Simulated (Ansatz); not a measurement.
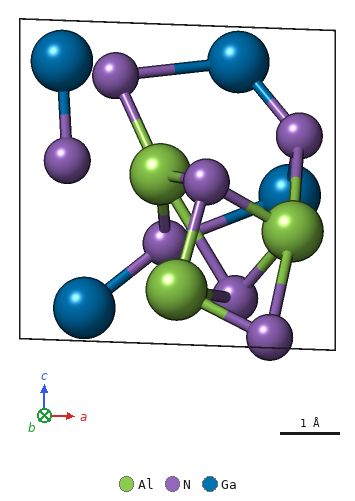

Starting frame of a dynamics run of an amorphous cell of composition Al$_{3}$Ga$_{4}$N$_{7}$ (14 atoms in the cell). The picture is a ball-and-stick view of the simulation cell, seen along the b axis. Bonds to atoms that aren't drawn are left out.

Method: DFT PBE, scalar-relativistic, plane waves, PAW in Ansatz.

Input
```yaml
crystal:
  lattice:
    - [5.42341, -0.021816, -0.102099]
    - [-0.021816, 5.673736, 0.183245]
    - [-0.102099, 0.183245, 5.499889]
  atoms:
    - { symbol: Al, position: [0.4417979372, 0.5057798457, 0.5263040118] }
    - { symbol: Al, position: [0.4933422714, 0.1067179727, 0.1672687336] }
    - { symbol: Al, position: [0.8608976983, 0.3228452509, 0.3633645119] }
    - { symbol: "N", position: [0.5872896094, 0.1911341853, 0.5075468729] }
    - { symbol: "N", position: [0.6772532126, 0.5047250425, 0.1461103053] }
    - { symbol: "N", position: [0.2999630001, 0.6055243212, 0.8294293334] }
    - { symbol: "N", position: [0.1467423985, 0.1542414249, 0.5583881778] }
    - { symbol: "N", position: [0.7881259536, 0.0763432157, 0.028981941] }
    - { symbol: "N", position: [0.4599033378, 0.7737312244, 0.3112666543] }
    - { symbol: "N", position: [0.8820206, 0.6196852953, 0.662162319] }
    - { symbol: Ga, position: [0.8515513756, 0.8927510508, 0.4760364119] }
    - { symbol: Ga, position: [0.1298429831, 0.1528201326, 0.869058245] }
    - { symbol: Ga, position: [0.2007570724, 0.7002622716, 0.0993620428] }
    - { symbol: Ga, position: [0.6888806723, 0.7100809379, 0.8863501451] }
  symmetry: { detect: false }
basis:
  ecutwfc: 420
  xc_grid: 1
kpoints:
  mp_grid: { grid: [1, 1, 1], shift: [0.25, 0.25, 0.25] }
hamiltonian:
  xc: pbe
scf:
  occupations: { method: fermi_dirac, width: 0.3447 }
  lower_state_search: "off"
  convergence: { dr2_threshold: 1.0e-05 }
output:
  forces: true
  stress: true
md:
  timestep: 2.0
  n_steps: 291
  ensemble: nvt_langevin
  friction: 0.005
  temperature: 4000.0
  initial_velocities: maxwell_boltzmann
  seed: 33502
```

Launched with:
```bash
ansatz run input.yaml --threads 2 --pin off --max-ram 5120MiB --backend cpu --events-out ev --progress --plain --runs-dir out
```

Predict how the run goes.

Answer. Over the second half the temperature averages 3445 K (spread ±728 K). The potential energy in the second half lies on average 135 meV per atom below the first frame. The mean pressure there is 16.8 GPa. Root-mean-square distances from the starting positions over the second half, with the common drift of all atoms taken out: N 1.62 Å, Ga 1.61 Å, Al 1.46 Å. That is a large part of the typical shortest distance between atoms in the first frame, about 1.8 Å and still growing: the atoms leave their places as in a liquid.

Along the run (each row but the first and the last is the mean over the interval that it begins):

```tsv
time (fs)	potential energy (meV/atom)	T (K)	p (GPa)
0.0	0.0	3714	14.5
58.0	32.8	3738	13.8
116.0	48.4	4401	17.1
174.0	-161.5	3562	12.4
232.0	-171.1	3690	13.3
290.0	-34.1	2810	14.6
348.0	-174.9	3596	10.5
406.0	-196.5	3588	20.3
464.0	-218.7	3856	15.6
522.0	-51.7	3300	22.7
580.0	-174.1	5229	24.2
```

The paths of the atoms:

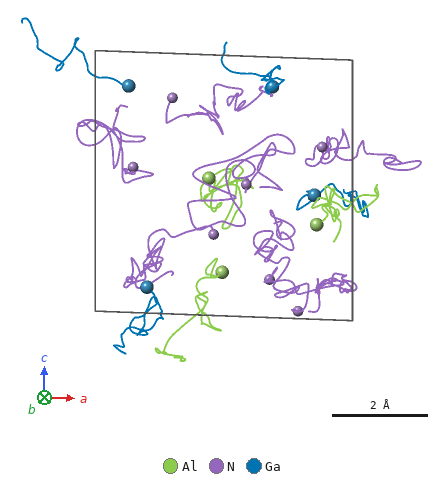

Limits of the set-up: the periodic images lie only 5.4 Å apart, so the values are limited by the cell's size.

The run took 12 min on 2 threads of Intel(R) Xeon(R) Processor @ 2.50GHz (Skylake/Cascade Lake), with other jobs on the host, peak memory 0.39 GiB.
